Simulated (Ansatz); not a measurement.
# BHLYP/def2-SVP run of C2H5FOSi (SMILES FC1CO[SiH2]1)

Aim: the vertical singlet–triplet gap of C2H5FOSi at BHLYP/def2-SVP, from 2 runs. 

The calculation is run with Ansatz 0.2.0.

92 further runs of the same task are left out: 92 set aside as unsound or not needed.

### 1 The system as given

The species is C2H5FOSi (10 atoms), meant as a singlet with charge 0. As SMILES, `FC1CO[SiH2]1`. The shape is that of a PBE0-D4/def2-TZVP optimisation.

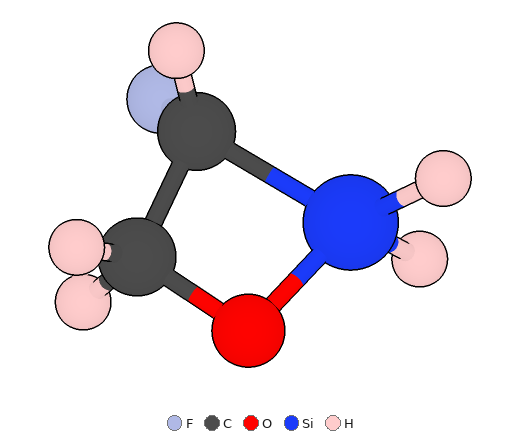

The structure, seen from a chosen angle (fluorine light blue, carbon dark grey, oxygen red, silicon blue, hydrogen pink).

### 2 A single-point energy at BHLYP/def2-SVP

The input, molecule.yaml:

```yaml
crystal:
  periodic: [false, false, false]
  atoms:
    - {symbol: F, position_ang: [-1.820400, -0.327800, -0.810900]}
    - {symbol: C, position_ang: [-0.876100, -0.083100, 0.166900]}
    - {symbol: C, position_ang: [0.290700, -1.089800, 0.153300]}
    - {symbol: O, position_ang: [1.429900, -0.216400, -0.011900]}
    - {symbol: Si, position_ang: [0.510300, 1.162100, -0.206800]}
    - {symbol: H, position_ang: [-1.390500, -0.023800, 1.127800]}
    - {symbol: H, position_ang: [0.197300, -1.773400, -0.695500]}
    - {symbol: H, position_ang: [0.400800, -1.665100, 1.076000]}
    - {symbol: H, position_ang: [0.820800, 2.228700, 0.780400]}
    - {symbol: H, position_ang: [0.520200, 1.737300, -1.576300]}
basis:
  gaussian: {orbitals: def2-SVP}
hamiltonian: {xc: {name: BHLYP}}
accuracy: high
output: {orbitals: {seedname: orbitals}}
```

Command:

```
ansatz run molecule.yaml --threads 1 --pin off --max-ram 3480MiB --events-out events.jsonl --progress --plain --runs-dir runs
```

The program printed:

```text
Warning: RAYON_NUM_THREADS=1 ignored (pool sized by the plan → 1); use --threads N
Functional definition: BHLYP
  name "BHLYP"
  parameter a = 0.5
  exchange = (1 - a)*b88_x + a*exact_x
  correlation = lyp_c
2302 factors; integrals over basis functions are off by at most 3.9e-9 eV
mean field evaluation 1: about -14781.8005 eV, gradient 4.0e1 eV
mean field evaluation 2: about -14781.4743 eV, gradient 4.4e1 eV
mean field evaluation 4: about -14784.8339 eV, gradient 1.9e0 eV
mean field evaluation 8: about -14785.3622 eV, gradient 3.6e-1 eV
mean field evaluation 16: about -14785.3625 eV, gradient 1.5e-4 eV
mean field -14785.36252878 eV, -543.3520510541 hartree, gradient 6.5e-8 eV, S^2 0.000000; 0 other end points of the search recorded, 0 dependent functions left out
reference -14785.36255580 eV, -543.3520520470 hartree; 24, 24 occupied and 75, 75 virtual orbitals, 2302 factors
Total energy: -14785.36255580 eV, -543.3520520470 hartree
```

Wall time 3.9 s (1 thread of AMD EPYC 9R45 (Zen 5), shared host); peak memory 0.39 GiB.

### 3 The triplet, same level

The input, job.yaml:

```yaml
crystal:
  periodic: [false, false, false]
  atoms:
    - {symbol: F, position_ang: [-1.820400, -0.327800, -0.810900]}
    - {symbol: C, position_ang: [-0.876100, -0.083100, 0.166900]}
    - {symbol: C, position_ang: [0.290700, -1.089800, 0.153300]}
    - {symbol: O, position_ang: [1.429900, -0.216400, -0.011900]}
    - {symbol: Si, position_ang: [0.510300, 1.162100, -0.206800]}
    - {symbol: H, position_ang: [-1.390500, -0.023800, 1.127800]}
    - {symbol: H, position_ang: [0.197300, -1.773400, -0.695500]}
    - {symbol: H, position_ang: [0.400800, -1.665100, 1.076000]}
    - {symbol: H, position_ang: [0.820800, 2.228700, 0.780400]}
    - {symbol: H, position_ang: [0.520200, 1.737300, -1.576300]}
basis:
  gaussian:
    orbitals: def2-SVP
magnetization:
  spin_polarized: true
  initial_magnetization: 2
hamiltonian:
  xc: {name: BHLYP}
accuracy: high
output:
  orbitals: {seedname: orbitals}
```

Command:

```
ansatz run job.yaml --threads 1 --pin off --max-ram 3480MiB --events-out events.jsonl --progress --plain --runs-dir runs
```

The program printed:

```text
Warning: RAYON_NUM_THREADS=1 ignored (pool sized by the plan → 1); use --threads N
Functional definition: BHLYP
  name "BHLYP"
  parameter a = 0.5
  exchange = (1 - a)*b88_x + a*exact_x
  correlation = lyp_c
2301 factors; integrals over basis functions are off by at most 3.9e-9 eV
mean field evaluation 1: about -14774.7363 eV, gradient 3.0e1 eV
mean field evaluation 2: about -14766.5010 eV, gradient 5.4e1 eV
mean field evaluation 4: about -14778.5479 eV, gradient 2.7e0 eV
mean field evaluation 8: about -14778.7096 eV, gradient 7.0e-1 eV
mean field evaluation 16: about -14778.7438 eV, gradient 5.5e-2 eV
mean field evaluation 32: about -14778.7444 eV, gradient 6.3e-5 eV
mean field evaluation 64: about -14778.7407 eV, gradient 2.7e-7 eV
mean field -14778.74436955 eV, -543.1088381883 hartree, gradient 7.7e-8 eV, S^2 2.006076; 6 other end points of the search recorded, 0 dependent functions left out
reference -14778.74439629 eV, -543.1088391707 hartree; 25, 23 occupied and 74, 76 virtual orbitals, 2301 factors
Total energy: -14778.74439629 eV, -543.1088391707 hartree
```

It took 18 s on 1 thread of AMD EPYC 9R45 (Zen 5), shared host; peak memory 0.54 GiB.

### 4 Outcome

Level: BHLYP/def2-SVP.

```
                                        quantity          value
                           singlet: total energy  -543.35205 Eh
                            singlet: HOMO energy       -9.45 eV
                            singlet: LUMO energy        0.91 eV
                          singlet: HOMO–LUMO gap       10.37 eV
                           triplet: total energy  -543.10884 Eh
     triplet: HOMO energy (highest over α and β)       -2.86 eV
                                   triplet: ⟨S²⟩          2.006
vertical energy of the triplet above the singlet       6.618 eV
```

In words: At this shape the triplet lies 6.62 eV (153 kcal/mol) above the singlet.
